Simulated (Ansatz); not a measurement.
A series of calculations on AlPH₅OCl

**1. Relaxation**

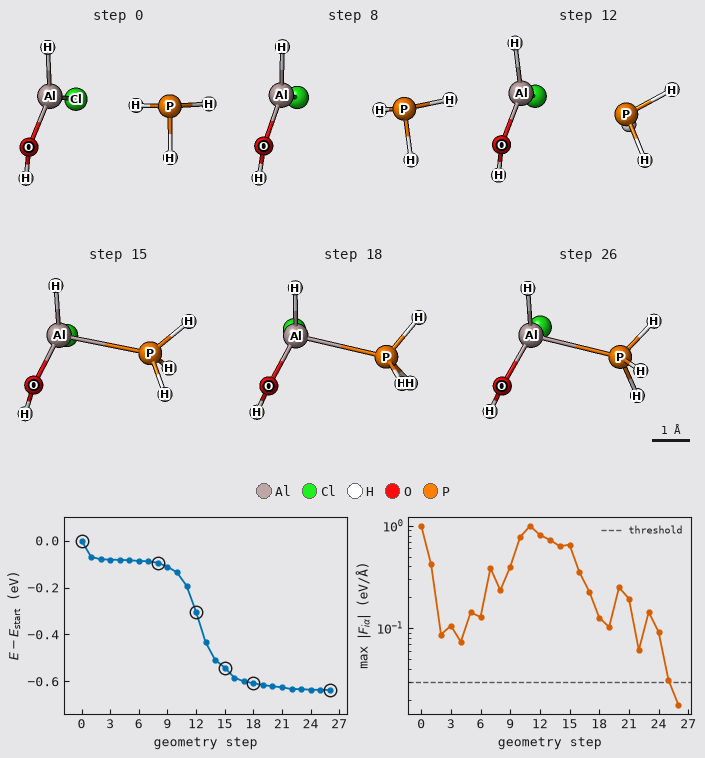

Frames of a relaxation of AlPH5OCl, marked on the history of the run. The picture is a ball-and-stick view, seen at a tilt.

The run prepares an end point of a later path (reaction) calculation, from a guessed geometry.

Computed with RKS PBE0/def2-SVP in Ansatz 0.2.0.

Input file:
```yaml
crystal:
  periodic: [false, false, false]
  atoms:
    - { symbol: Al, position_ang: [0.060337, -0.376787, 0.048757] }
    - { symbol: Cl, position_ang: [-0.055165, -0.871486, 2.183692] }
    - { symbol: H, position_ang: [1.423944, 0.000687, -0.617909] }
    - { symbol: O, position_ang: [-1.340074, -0.485972, -0.901366] }
    - { symbol: H, position_ang: [-2.20471, -0.783928, -0.609494] }
    - { symbol: P, position_ang: [-0.258902, 2.953399, 1.005671] }
    - { symbol: H, position_ang: [-1.685696, 2.976499, 0.954709] }
    - { symbol: H, position_ang: [-0.219444, 3.376572, 2.369875] }
    - { symbol: H, position_ang: [-0.233689, 1.584016, 1.418466] }
basis:
  gaussian: { orbitals: def2-SVP }
hamiltonian:
  xc: pbe0
relax:
  f_tol: 0.03
  max_steps: 50
output:
  orbitals: {}
```

Run as
```bash
ansatz run input.yaml --threads 2 --pin off --max-ram 3072MiB --backend cpu --events-out ev --progress --plain --runs-dir out
```

What happens along the run?

Answer. After 26 geometry steps the energy has fallen by 0.636 eV. The largest force component goes from 1 to 0.018 eV/Å. The atom that moves furthest after the best rigid fit is H9 (1.68 Å). By element the largest moves are H 1.68 Å, P 0.84 Å, Cl 0.35 Å, Al 0.33 Å, O 0.11 Å. Near-neighbour distances that change, for instance: Al1–P6 3.480 → 2.566 Å, Al1–Cl2 2.195 → 2.147 Å, Al1–O4 1.696 → 1.713 Å, Al1–H3 1.564 → 1.581 Å. New bonds form, among them: Al1–P6 (3.48 → 2.57 Å). Among the angles between lasting bonds that change: H8–P6–H9 90.4° → 98.9°, H7–P6–H9 92.5° → 99.1°, H7–P6–H8 93.3° → 99.0°. The run took 62 s on 2 threads of Arm Neoverse V1, on a shared host, peak memory 0.19 GiB. From step 0 to 8: Cl2 moves most (0.39 Å), energy −0.094 eV. From step 8 to 12: H9 moves most (0.76 Å), energy −0.209 eV. From step 12 to 15: H8 moves most (0.41 Å), energy −0.238 eV. From step 15 to 18: H9 moves most (0.43 Å), energy −0.066 eV. From step 18 to 26: H8 moves most (0.42 Å), energy −0.029 eV.

Limits of the set-up: the start holds two separate molecules, 2.4 Å apart at their closest, whose relative position is a soft coordinate and is computed without a dispersion correction.

**2. Relaxation**

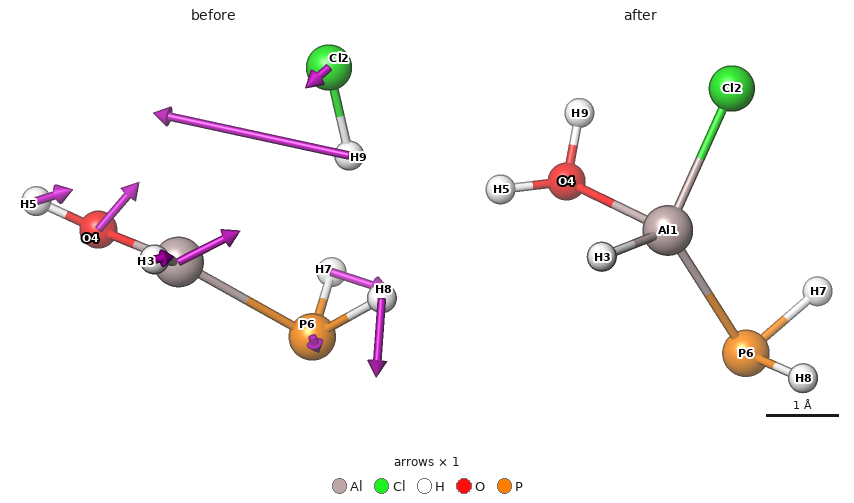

The structure of AlPH5OCl before (left) and after (right) a relaxation, at one scale. The purple arrows give the displacements, at their true length.

The picture is a ball-and-stick view, seen at a tilt.

The run prepares an end point of a later path (reaction) calculation, from a guessed geometry.

Level of theory: RKS PBE0/def2-SVP (Ansatz).

The input:
```yaml
crystal:
  periodic: [false, false, false]
  atoms:
    - { symbol: Al, position_ang: [-0.187287, 0.552609, -0.282356] }
    - { symbol: Cl, position_ang: [-0.251209, -0.039127, 3.090338] }
    - { symbol: H, position_ang: [1.228755, -0.124327, -0.506561] }
    - { symbol: O, position_ang: [-1.646586, -0.15317, -0.802109] }
    - { symbol: H, position_ang: [-1.764686, -1.029858, -1.171039] }
    - { symbol: P, position_ang: [-0.427807, 2.733102, 0.389245] }
    - { symbol: H, position_ang: [-1.592958, 2.568098, 1.196259] }
    - { symbol: H, position_ang: [0.509356, 2.726416, 1.467414] }
    - { symbol: H, position_ang: [-0.380978, 1.139256, 2.471209] }
basis:
  gaussian: { orbitals: def2-SVP }
hamiltonian:
  xc: pbe0
relax:
  f_tol: 0.03
  max_steps: 50
output:
  orbitals: {}
```

Run as
```bash
ansatz run input.yaml --threads 2 --pin off --max-ram 3072MiB --backend cpu --events-out ev --progress --plain --runs-dir out
```

Q: What changed between the two?

A: After 41 accepted moves (46 points after the start) the energy has fallen by 1.403 eV. The largest force component goes from 0.92 to 0.013 eV/Å. The line search rejected the trial steps at points 4, 11, 14, 20, 23 of the run. The largest move after the best rigid fit is that of H9, 2.92 Å. Largest moves by element: H 2.92 Å, Al 0.99 Å, O 0.89 Å, Cl 0.46 Å, P 0.29 Å. Near-neighbour distances that change, for instance: O4–H9 3.740 → 0.973 Å, Al1–Cl2 3.425 → 2.169 Å, Cl2–H9 1.337 → 2.555 Å, Al1–O4 1.702 → 2.010 Å. New bonds form, among them: Al1–Cl2 (3.42 → 2.17 Å), O4–H9 (3.74 → 0.97 Å). Bonds break, among them: Cl2–H9 (1.34 → 2.56 Å). Among the angles between lasting bonds that change: H3–Al1–O4 123.1° → 99.5°, Al1–O4–H5 127.0° → 116.7°, O4–Al1–P6 113.2° → 105.1°. The run took 110 s on 2 threads of Arm Neoverse V1, with other jobs on the host, peak memory 0.2 GiB.

**3. Path**

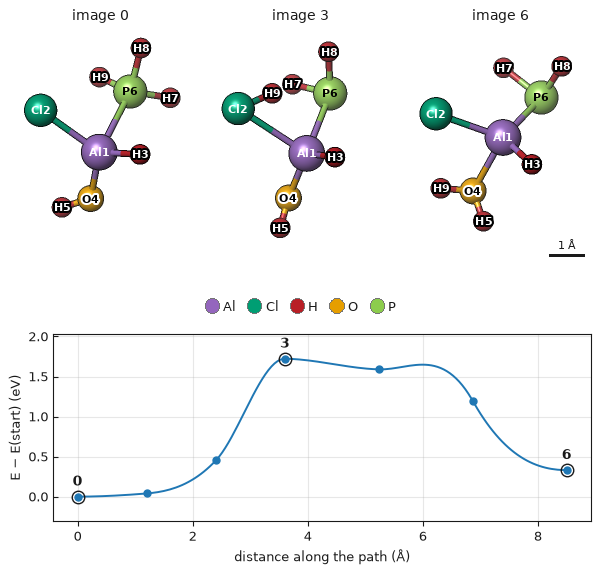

A search for the minimum-energy path of AlPH₅OCl by the nudged elastic band. Images are numbered from 0 (start) to 6 (end). The picture is a ball-and-stick view, seen from a free direction.

Theory: RKS PBE0/def2-SVP (Ansatz 0.2.0). Run with 5 movable images; climbing image; force threshold 0.05 eV/Å; iteration limit 60; starting path through a guess of the saddle point.

> Describe the mechanism and the energy profile.

Forward barrier 1.72 eV, backward barrier 1.39 eV, with image 3 at the top; the reaction energy is +0.33 eV. A hydrogen atom shifts from one atom to another. Breaking: P6–H9 (1.42 → 2.02 at the top → 4.07 Å). Forming: O4–H9 (3.90 → 3.14 at the top → 0.97 Å). The band converged in 22 iterations. The largest component of the band force went from 18 to 0.05 eV/Å. The climbing image converged on the top of the path. Its vibrational analysis gives one imaginary mode (413i cm⁻¹), as a transition state must have.

Cost: 3.9 min on 2 threads of Arm Neoverse V1 (shared host), peak memory 0.2 GiB.
